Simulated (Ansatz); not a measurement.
**H2S (hydrogen sulfide): HF/3-21G**

Aim: the electronic atomisation energy of H2S (hydrogen sulfide) at HF/3-21G, from 3 runs. 

The calculation is run with Ansatz 0.2.0.

34 further runs of the same task are left out: 34 set aside as unsound or not needed.

**1. The system as given**

The species is H2S (3 atoms), meant as a singlet with charge 0. As SMILES, `S`. The coordinates come from a PBE0-D4/def2-TZVP relaxation.

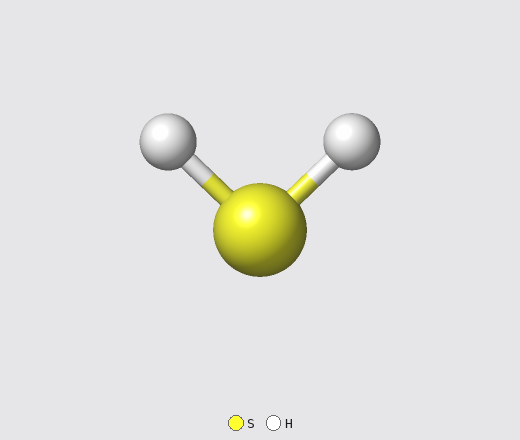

Viewed from a chosen angle; sulfur yellow, hydrogen white.

**2. The energy at HF/3-21G**

Input file molecule.yaml:

```yaml
crystal:
  periodic: [false, false, false]
  atoms:
    - {symbol: S, position_ang: [0.495500, -0.280600, 0.243900]}
    - {symbol: H, position_ang: [0.097900, 0.997700, 0.162400]}
    - {symbol: H, position_ang: [-0.593400, -0.717100, -0.406300]}
basis:
  gaussian:
    orbitals: 3-21G.json
hamiltonian:
  xc: hf
accuracy: high
output: {orbitals: {seedname: orbitals}}
```

The basis set 3-21G is read from a file made from the Basis Set Exchange's data (not shown).

Started as:

```bash
$ ansatz run molecule.yaml --threads 1 --pin off --max-ram 3480MiB --events-out events.jsonl --progress --plain --runs-dir runs
```

Standard output:

```text
Warning: RAYON_NUM_THREADS=1 ignored (pool sized by the plan → 1); use --threads N
Functional definition: HF
  name "HF"
  exchange = exact_x
  correlation = 0
315 factors; integrals over basis functions are off by at most 4.1e-9 eV
mean field evaluation 1: about -10794.3043 eV, gradient 1.2e1 eV
mean field evaluation 2: about -10794.3027 eV, gradient 1.2e1 eV
mean field evaluation 4: about -10794.8685 eV, gradient 5.9e-1 eV
mean field evaluation 8: about -10794.8697 eV, gradient 7.4e-7 eV
mean field -10794.86969200 eV, -396.7041441556 hartree, gradient 8.5e-9 eV, S^2 0.000000; 0 other end points of the search recorded, 0 dependent functions left out
reference -10794.86969200 eV, -396.7041441556 hartree; 9, 9 occupied and 8, 8 virtual orbitals, 315 factors
Total energy: -10794.86969200 eV, -396.7041441556 hartree
```

Run time: 0.08 s. Hardware: 1 thread of Arm Neoverse V2, shared host.

**3. The H atom, same level**

Input file run.yaml:

```yaml
crystal:
  periodic: [false, false, false]
  atoms:
    - symbol: H
      position_ang: [0.000000, 0.000000, 0.000000]
basis:
  gaussian:
    orbitals: 3-21G.json
total_charge: 0
magnetization:
  spin_polarized: true
  initial_magnetization: 1
hamiltonian:
  xc: hf
accuracy: high
```

The basis set 3-21G is read from a file made from the Basis Set Exchange's data (not shown).

Run the same way, it converges to -0.49620 Eh (log not shown).

**4. The S atom, same level**

Input file run.yaml:

```yaml
crystal:
  periodic: [false, false, false]
  atoms:
    - symbol: S
      position_ang: [0.000000, 0.000000, 0.000000]
basis:
  gaussian: {orbitals: 3-21G.json}
magnetization: {spin_polarized: true, initial_magnetization: 2}
hamiltonian: {xc: hf}
accuracy: high
```

The basis set 3-21G is read from a file made from the Basis Set Exchange's data (not shown).

Run the same way, it converges to -395.55134 Eh (log not shown).

**5. Outcome**

At HF/3-21G:

```
                     quantity          value
       molecule: total energy  -396.70414 Eh
        molecule: HOMO energy      -10.69 eV
        molecule: LUMO energy        4.89 eV
      molecule: HOMO–LUMO gap       15.58 eV
         H atom: total energy    -0.49620 Eh
                 H atom: ⟨S²⟩          0.750
         S atom: total energy  -395.55134 Eh
                 S atom: ⟨S²⟩          2.001
electronic atomisation energy       4.365 eV
```

Taking the molecule apart into free atoms costs 4.37 eV (421 kJ/mol), before zero-point energy and without spin-orbit coupling. Hartree–Fock lacks the correlation of the bonding pairs, which as a rule makes this value much too low; in minimal bases other errors can mask that. The basis has no polarisation functions, which makes bonds too weak.
